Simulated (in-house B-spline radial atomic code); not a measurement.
# Pm⁺: excited configurations

Aim: the energies of several excited configurations of Pm⁺ above a reference configuration, each from its own self-consistent run.

The numbers are computed with in-house B-spline radial atomic code version 1 (scalar-relativistic (spin-free one-electron X2C) r2SCAN0, spin-polarised, spherical density, exact exchange averaged over the configuration, Fermi nucleus, basis-set limit), except any that are marked as measured or tabulated.

## (1) What is computed

```
element       : promethium (Z = 61)
charge        : +1
electrons     : 60
configuration : [Xe] 4f5 6s1
Hamiltonian   : scalar-relativistic (X2C)
nucleus       : Fermi, rms radius 4.962 fm
```

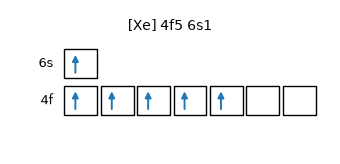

Occupation of the outer shells (arrows by Hund's rule).

Where spins are not typed, each open shell is filled with up spins first.

The run's settings:

```ini
Z = 61
electrons = 60.0
configuration = [Xe] 4f5 6s1
hamiltonian = x2c
method = r2scan0
spin_polarised = True
nucleus = fermi
rms_radius = 4.961999461404065
mass_number = 145
atomic_mass = 144.912755748
speed_of_light = 137.035999084
exact_exchange = averaged over the configuration
```

This reference run was done before. Its total energy is -10019.667172 hartree, and its levels are (the highest eight at most):

```tsv
orbital	occupation	energy (eV)	<r> (bohr)
4d up	5	-137.27	0.6901
4d down	5	-130.89	0.6900
5s up	1	-52.479	1.440
5s down	1	-49.620	1.471
5p up	3	-31.605	1.679
5p down	3	-29.497	1.714
4f up	5	-11.622	1.009
6s up	1	-9.264	3.976
```

## (2) [Xe] 4f4 6s1 6f1

Settings: those of step 1 with these lines changed.

```diff
@@ -2,3 +2,3 @@
 electrons = 60.0
-configuration = [Xe] 4f5 6s1
+configuration = [Xe] 4f4 6s1 6f1
 hamiltonian = x2c
```

Launch:

```console
> python run_scf.py task.json out
```

One command runs all members of the session, one after another, from task.json.

Main fields of the result record, rounded:

```text
{
  "status": "converged",
  "scf [iteration, energy, orbital gradient]": [
    [1, -10019.1494067, 0.13],
    [2, -10019.1633764, 0.00265],
    [3, -10019.1633718, 0.00123],
    [4, -10019.1633732, 0.000679],
    [5, -10019.1633789, 0.000113],
    [6, -10019.1633793, 3.63e-05],
    [7, -10019.1633794, 5.64e-06],
    [8, -10019.1633794, 2.02e-06],
    [9, -10019.1633794, 4.85e-07]
  ],
  "energy [hartree]": {"total": -10019.1633794, "kinetic": 10837.1340244, "nuclear": -24479.7469588, "coulomb": 3854.3819468, "exact_exchange": -56.6407851371, "xc": -174.291606648},
  "orbitals [hartree, bohr; first row names the columns]": [
    ["name", "occ", "eps", "<r>"],
    ["1s up", 1.0, -1657.5887, 0.022493],
    ["1s down", 1.0, -1657.5877, 0.022493],
    ["2s up", 1.0, -271.73771, 0.098283],
    ["2s down", 1.0, -271.73736, 0.098282],
    ["2p up", 3.0, -242.94213, 0.086733],
    ["2p down", 3.0, -242.9419, 0.086732],
    ["3s up", 1.0, -60.563833, 0.25969],
    ["3s down", 1.0, -60.498676, 0.25951],
    ["3p up", 3.0, -51.401596, 0.25802],
    ["3p down", 3.0, -51.334308, 0.25779],
    ["3d up", 5.0, -38.669371, 0.23629],
    ["3d down", 5.0, -38.609811, 0.23596],
    ["4s up", 1.0, -13.015256, 0.59254],
    ["4s down", 1.0, -12.840844, 0.59225],
    ["4p up", 3.0, -9.9614337, 0.62635],
    ["4p down", 3.0, -9.7796345, 0.62599],
    ["4d up", 5.0, -5.5729694, 0.68601],
    ["4d down", 5.0, -5.3694643, 0.68625],
    ["5s up", 1.0, -2.3301274, 1.4075],
    ["5s down", 1.0, -2.244259, 1.4317],
    ["5p up", 3.0, -1.5278467, 1.6168],
    ["5p down", 3.0, -1.4643698, 1.6384],
    ["4f up", 4.0, -0.92111889, 0.92288],
    ["6s up", 1.0, -0.52860865, 3.5136],
    ["6f up", 1.0, -0.073462274, 14.242]
  ],
  "sum_r [bohr^k]": {"-1": 411.2075, "1": 51.04503, "2": 282.3875},
  "energy_minus_base [hartree]": 0.503792432
}
```

Run time: 2.1 s. Hardware: 1 thread, shared host.

energy_minus_base is the energy less that of the reference run. Meta-GGA runs start from a PBE run whose iterations are not counted.

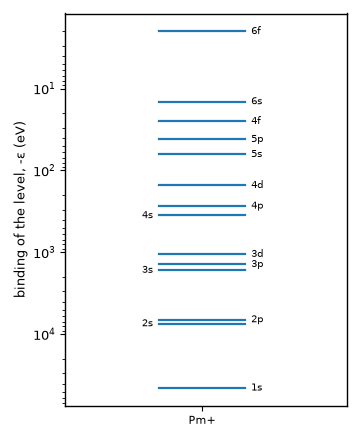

Orbital energies of this run on a logarithmic scale (up spins).

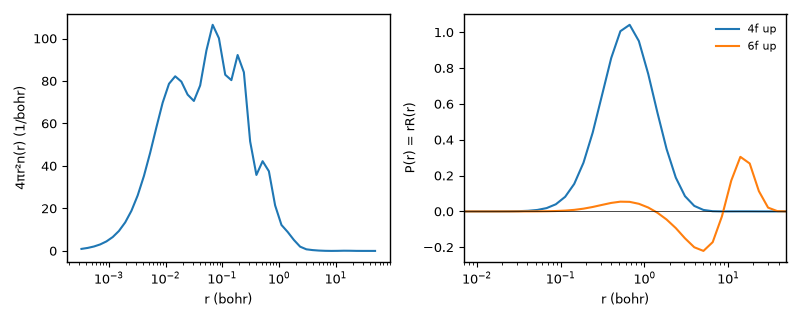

Radial density (left) and the radial functions of 4f up, 6f up (right).

On the record's full grid the radial density has clear maxima near r = 0.015, 0.068, 0.19, 0.52, 14 bohr.

X-ray form factor of the spherical density:

```tsv
sinθ/λ (1/Å)	f (electrons)
0	60.000
0.1	55.774
0.2	49.403
0.3	43.015
0.4	37.576
0.6	29.556
0.8	23.845
1	19.889
1.4	15.378
1.8	12.233
2.5	7.860
4	4.607
6	2.799
```

## (3) Run with [Kr] 4d10 4f5 5s2 5p5 6s1 7s1

Settings: those of step 2 with these lines changed.

```diff
@@ -2,3 +2,3 @@
 electrons = 60.0
-configuration = [Xe] 4f4 6s1 6f1
+configuration = [Kr] 4d10 4f5 5s2 5p5 6s1 7s1
 hamiltonian = x2c
```

Results of the run:

```text
{
  "status": "converged",
  "scf [iteration, energy, orbital gradient]": [
    [1, -10018.6417686, 0.131],
    [2, -10018.6561716, 0.00472],
    [3, -10018.6564078, 0.0015],
    [4, -10018.6564311, 0.000932],
    [5, -10018.6564405, 0.00013],
    [6, -10018.6564409, 9.79e-05],
    [7, -10018.6564412, 2.28e-05],
    [8, -10018.6564412, 4.82e-06],
    [9, -10018.6564412, 8.91e-07],
    [10, -10018.6564412, 7.98e-08]
  ],
  "energy [hartree]": {"total": -10018.6564412, "kinetic": 10836.3292558, "nuclear": -24491.4737996, "coulomb": 3867.76759513, "exact_exchange": -56.7101712898, "xc": -174.569321176},
  "orbitals [hartree, bohr; first row names the columns]": [
    ["name", "occ", "eps", "<r>"],
    ["1s up", 1.0, -1657.3914, 0.022493],
    ["1s down", 1.0, -1657.3861, 0.022493],
    ["2s up", 1.0, -271.50443, 0.098278],
    ["2s down", 1.0, -271.50305, 0.098277],
    ["2p up", 3.0, -242.7142, 0.086727],
    ["2p down", 3.0, -242.71094, 0.086727],
    ["3s up", 1.0, -60.293808, 0.25967],
    ["3s down", 1.0, -60.216482, 0.25947],
    ["3p up", 3.0, -51.132901, 0.25801],
    ["3p down", 3.0, -51.052076, 0.25775],
    ["3d up", 5.0, -38.4038, 0.23627],
    ["3d down", 5.0, -38.332787, 0.23589],
    ["4s up", 1.0, -12.776284, 0.59375],
    ["4s down", 1.0, -12.565259, 0.59341],
    ["4p up", 3.0, -9.7316202, 0.62826],
    ["4p down", 3.0, -9.5109765, 0.62784],
    ["4d up", 5.0, -5.3615714, 0.69044],
    ["4d down", 5.0, -5.1141391, 0.68952],
    ["4f up", 5.0, -0.73964802, 0.97399],
    ["5s up", 1.0, -2.2390484, 1.4221],
    ["5s down", 1.0, -2.0656396, 1.4525],
    ["5p up", 3.0, -1.4515126, 1.6375],
    ["5p down", 2.0, -1.3237386, 1.6716],
    ["6s up", 1.0, -0.47335427, 3.5297],
    ["7s up", 1.0, -0.17612982, 7.6515]
  ],
  "sum_r [bohr^k]": {"-1": 411.3996, "1": 44.22602, "2": 114.7964},
  "energy_minus_base [hartree]": 1.01073058
}
```

It took 1 s on 1 thread, shared host.

## (4) Configuration [Xe] 4f4 6s1 7s1

Settings: those of step 3 with these lines changed.

```diff
@@ -2,3 +2,3 @@
 electrons = 60.0
-configuration = [Kr] 4d10 4f5 5s2 5p5 6s1 7s1
+configuration = [Xe] 4f4 6s1 7s1
 hamiltonian = x2c
```

Results of the run:

```text
{
  "status": "converged",
  "scf [iteration, energy, orbital gradient]": [
    [1, -10019.2662772, 0.13],
    [2, -10019.2798604, 0.00273],
    [3, -10019.2799137, 0.00123],
    [4, -10019.2799286, 0.000673],
    [5, -10019.2799366, 0.000162],
    [6, -10019.2799371, 4.25e-05],
    [7, -10019.2799371, 8.19e-06],
    [8, -10019.2799371, 2.03e-06],
    [9, -10019.2799371, 7.9e-07],
    [10, -10019.2799371, 7.72e-08]
  ],
  "energy [hartree]": {"total": -10019.2799371, "kinetic": 10837.2655777, "nuclear": -24483.5033604, "coulomb": 3857.93759816, "exact_exchange": -56.6579944053, "xc": -174.321758194},
  "orbitals [hartree, bohr; first row names the columns]": [
    ["name", "occ", "eps", "<r>"],
    ["1s up", 1.0, -1657.528, 0.022493],
    ["1s down", 1.0, -1657.5268, 0.022493],
    ["2s up", 1.0, -271.67755, 0.098283],
    ["2s down", 1.0, -271.67705, 0.098282],
    ["2p up", 3.0, -242.88186, 0.086733],
    ["2p down", 3.0, -242.88154, 0.086732],
    ["3s up", 1.0, -60.504182, 0.25969],
    ["3s down", 1.0, -60.438907, 0.25951],
    ["3p up", 3.0, -51.341844, 0.25802],
    ["3p down", 3.0, -51.274526, 0.2578],
    ["3d up", 5.0, -38.609559, 0.23629],
    ["3d down", 5.0, -38.549984, 0.23596],
    ["4s up", 1.0, -12.955773, 0.59254],
    ["4s down", 1.0, -12.78112, 0.59225],
    ["4p up", 3.0, -9.9017685, 0.62636],
    ["4p down", 3.0, -9.7198851, 0.62598],
    ["4d up", 5.0, -5.5132909, 0.68603],
    ["4d down", 5.0, -5.3096791, 0.68624],
    ["5s up", 1.0, -2.2715229, 1.4078],
    ["5s down", 1.0, -2.1848745, 1.4323],
    ["5p up", 3.0, -1.4696034, 1.6195],
    ["5p down", 3.0, -1.4055325, 1.6395],
    ["4f up", 4.0, -0.86164448, 0.92387],
    ["6s up", 1.0, -0.4767006, 3.5105],
    ["7s up", 1.0, -0.17661589, 7.6379]
  ],
  "sum_r [bohr^k]": {"-1": 411.2692, "1": 44.45381, "2": 114.9609},
  "energy_minus_base [hartree]": 0.387234644
}
```

Run time: 0.98 s. Hardware: 1 thread, shared host.

## (5) [Xe] 4f5 6d1

Settings: those of step 4 with these lines changed.

```diff
@@ -2,3 +2,3 @@
 electrons = 60.0
-configuration = [Xe] 4f4 6s1 7s1
+configuration = [Xe] 4f5 6d1
 hamiltonian = x2c
```

Results of the run:

```text
{
  "status": "converged",
  "scf [iteration, energy, orbital gradient]": [
    [1, -10019.4217391, 0.13],
    [2, -10019.4359773, 0.00532],
    [3, -10019.4364201, 0.00138],
    [4, -10019.4364559, 0.000895],
    [5, -10019.436463, 0.000189],
    [6, -10019.4364631, 0.000242],
    [7, -10019.4364647, 4.33e-05],
    [8, -10019.4364648, 4.03e-06],
    [9, -10019.4364648, 1.11e-06],
    [10, -10019.4364648, 1.52e-07]
  ],
  "energy [hartree]": {"total": -10019.4364648, "kinetic": 10837.0640856, "nuclear": -24504.3933154, "coulomb": 3879.47898369, "exact_exchange": -56.8211416175, "xc": -174.765077039},
  "orbitals [hartree, bohr; first row names the columns]": [
    ["name", "occ", "eps", "<r>"],
    ["1s up", 1.0, -1657.1737, 0.022493],
    ["1s down", 1.0, -1657.1736, 0.022493],
    ["2s up", 1.0, -271.29519, 0.098279],
    ["2s down", 1.0, -271.29551, 0.098278],
    ["2p up", 3.0, -242.50351, 0.086729],
    ["2p down", 3.0, -242.50364, 0.086727],
    ["3s up", 1.0, -60.090934, 0.25968],
    ["3s down", 1.0, -60.01877, 0.25948],
    ["3p up", 3.0, -50.930025, 0.25802],
    ["3p down", 3.0, -50.855019, 0.25776],
    ["3d up", 5.0, -38.200742, 0.23628],
    ["3d down", 5.0, -38.134271, 0.23591],
    ["4s up", 1.0, -12.56983, 0.59374],
    ["4s down", 1.0, -12.372072, 0.59326],
    ["4p up", 3.0, -9.5254723, 0.6281],
    ["4p down", 3.0, -9.317622, 0.62756],
    ["4d up", 5.0, -5.1544075, 0.69013],
    ["4d down", 5.0, -4.9198942, 0.69009],
    ["5s up", 1.0, -2.0390441, 1.4407],
    ["5s down", 1.0, -1.9351075, 1.4698],
    ["5p up", 3.0, -1.2725046, 1.6671],
    ["5p down", 3.0, -1.194452, 1.7085],
    ["4f up", 5.0, -0.53703532, 1.0001],
    ["6d up", 1.0, -0.13829978, 7.7711]
  ],
  "sum_r [bohr^k]": {"-1": 411.6103, "1": 42.85342, "2": 108.6122},
  "energy_minus_base [hartree]": 0.230707004
}
```

Wall time 1 s (1 thread, shared host).

## (6) Configuration [Kr] 4d10 4f5 5s2 5p5 6s1 6p1

Settings: those of step 5 with these lines changed.

```diff
@@ -2,3 +2,3 @@
 electrons = 60.0
-configuration = [Xe] 4f5 6d1
+configuration = [Kr] 4d10 4f5 5s2 5p5 6s1 6p1
 hamiltonian = x2c
```

Results of the run:

```text
{
  "status": "converged",
  "scf [iteration, energy, orbital gradient]": [
    [1, -10018.7846283, 0.131],
    [2, -10018.7991803, 0.0049],
    [3, -10018.7994432, 0.00153],
    [4, -10018.7994661, 0.000967],
    [5, -10018.7994739, 0.000119],
    [6, -10018.799474, 0.000116],
    [7, -10018.7994744, 2.73e-05],
    [8, -10018.7994744, 2.94e-06],
    [9, -10018.7994744, 4.95e-07]
  ],
  "energy [hartree]": {"total": -10018.7994744, "kinetic": 10836.4544743, "nuclear": -24496.7257746, "coulomb": 3872.81330116, "exact_exchange": -56.7065059667, "xc": -174.634969333},
  "orbitals [hartree, bohr; first row names the columns]": [
    ["name", "occ", "eps", "<r>"],
    ["1s up", 1.0, -1657.3044, 0.022493],
    ["1s down", 1.0, -1657.2989, 0.022493],
    ["2s up", 1.0, -271.41794, 0.098278],
    ["2s down", 1.0, -271.41664, 0.098277],
    ["2p up", 3.0, -242.62786, 0.086727],
    ["2p down", 3.0, -242.62432, 0.086727],
    ["3s up", 1.0, -60.20808, 0.25968],
    ["3s down", 1.0, -60.13088, 0.25947],
    ["3p up", 3.0, -51.0474, 0.25801],
    ["3p down", 3.0, -50.966426, 0.25775],
    ["3d up", 5.0, -38.31819, 0.23627],
    ["3d down", 5.0, -38.247087, 0.23589],
    ["4s up", 1.0, -12.690765, 0.59375],
    ["4s down", 1.0, -12.479824, 0.59341],
    ["4p up", 3.0, -9.6463782, 0.62824],
    ["4p down", 3.0, -9.4255311, 0.62783],
    ["4d up", 5.0, -5.2761892, 0.69048],
    ["4d down", 5.0, -5.0286774, 0.68951],
    ["4f up", 5.0, -0.65479433, 0.97599],
    ["5s up", 1.0, -2.1555348, 1.4218],
    ["5s down", 1.0, -1.9804427, 1.454],
    ["5p up", 3.0, -1.3682591, 1.6369],
    ["5p down", 2.0, -1.2401668, 1.6769],
    ["6s up", 1.0, -0.42975092, 3.7102],
    ["6p up", 1.0, -0.28922699, 4.444]
  ],
  "sum_r [bohr^k]": {"-1": 411.4854, "1": 41.21877, "2": 74.00326},
  "energy_minus_base [hartree]": 0.867697389
}
```

It took 0.99 s on 1 thread, shared host.

## (7) Configuration [Xe] 4f4 6s2

Settings: those of step 6 with these lines changed.

```diff
@@ -2,3 +2,3 @@
 electrons = 60.0
-configuration = [Kr] 4d10 4f5 5s2 5p5 6s1 6p1
+configuration = [Xe] 4f4 6s2
 hamiltonian = x2c
```

Results of the run:

```text
{
  "status": "converged",
  "scf [iteration, energy, orbital gradient]": [
    [1, -10019.4969505, 0.13],
    [2, -10019.5104577, 0.00278],
    [3, -10019.5104963, 0.0013],
    [4, -10019.5105071, 0.000709],
    [5, -10019.5105126, 0.000159],
    [6, -10019.5105128, 3.29e-05],
    [7, -10019.5105128, 6.83e-06],
    [8, -10019.5105128, 2.03e-06],
    [9, -10019.5105128, 8.06e-07],
    [10, -10019.5105128, 1.49e-07]
  ],
  "energy [hartree]": {"total": -10019.5105128, "kinetic": 10837.5064308, "nuclear": -24490.9978497, "coulomb": 3865.03317481, "exact_exchange": -56.6715764662, "xc": -174.38069236},
  "orbitals [hartree, bohr; first row names the columns]": [
    ["name", "occ", "eps", "<r>"],
    ["1s up", 1.0, -1657.406, 0.022493],
    ["1s down", 1.0, -1657.4058, 0.022493],
    ["2s up", 1.0, -271.55634, 0.098283],
    ["2s down", 1.0, -271.55661, 0.098282],
    ["2p up", 3.0, -242.76071, 0.086733],
    ["2p down", 3.0, -242.76082, 0.086732],
    ["3s up", 1.0, -60.383263, 0.25969],
    ["3s down", 1.0, -60.319228, 0.25951],
    ["3p up", 3.0, -51.221051, 0.25802],
    ["3p down", 3.0, -51.154528, 0.2578],
    ["3d up", 5.0, -38.488783, 0.23629],
    ["3d down", 5.0, -38.429854, 0.23596],
    ["4s up", 1.0, -12.834738, 0.59255],
    ["4s down", 1.0, -12.66281, 0.59223],
    ["4p up", 3.0, -9.7810313, 0.62635],
    ["4p down", 3.0, -9.6010498, 0.62604],
    ["4d up", 5.0, -5.39258, 0.68602],
    ["4d down", 5.0, -5.1910965, 0.68637],
    ["5s up", 1.0, -2.152127, 1.4096],
    ["5s down", 1.0, -2.0719329, 1.4315],
    ["5p up", 3.0, -1.3519242, 1.6207],
    ["5p down", 3.0, -1.2931583, 1.6516],
    ["4f up", 4.0, -0.74121554, 0.9252],
    ["6s up", 1.0, -0.38691824, 3.719],
    ["6s down", 1.0, -0.37687661, 3.7977]
  ],
  "sum_r [bohr^k]": {"-1": 411.3923, "1": 40.86922, "2": 68.90346},
  "energy_minus_base [hartree]": 0.156658953
}
```

It took 0.92 s on 1 thread, shared host.

## (8) Energies above the reference

| net move | configuration | 2|M_S|+1 | energy above the reference (eV) | largest <r> (bohr) |
| --- | --- | --- | --- | --- |
| 4f → 6s | [Xe] 4f4 6s2 | 5 | 4.263 | 3.80 |
| 6s → 6d | [Xe] 4f5 6d1 | 7 | 6.278 | 7.77 |
| 4f → 7s | [Xe] 4f4 6s1 7s1 | 7 | 10.537 | 7.64 |
| 4f → 6f | [Xe] 4f4 6s1 6f1 | 7 | 13.709 | 14.2 |
| 5p → 6p | [Kr] 4d10 4f5 5s2 5p5 6s1 6p1 | 9 | 23.611 | 4.44 |
| 5p → 7s | [Kr] 4d10 4f5 5s2 5p5 6s1 7s1 | 9 | 27.503 | 7.65 |

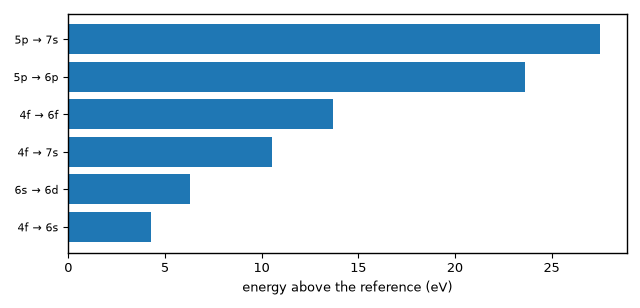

The configurations in order of energy, labelled by the net move of electrons.

**Reading.** The energies run from 4.263 eV (4f → 6s) to 27.503 eV (5p → 7s). 2 of them lie more than 60 % above minus the reference's highest level (9.264 eV), in the range where a state can decay by emitting an electron. Two partly filled shells share a symmetry and can mix in the average, which may lower the energy, for: 4f → 6f. The reference has 2|M_S|+1 = 7; 3 of the configurations differ from it in spin. These are spherical averages at the typed spins, not spectroscopic levels.
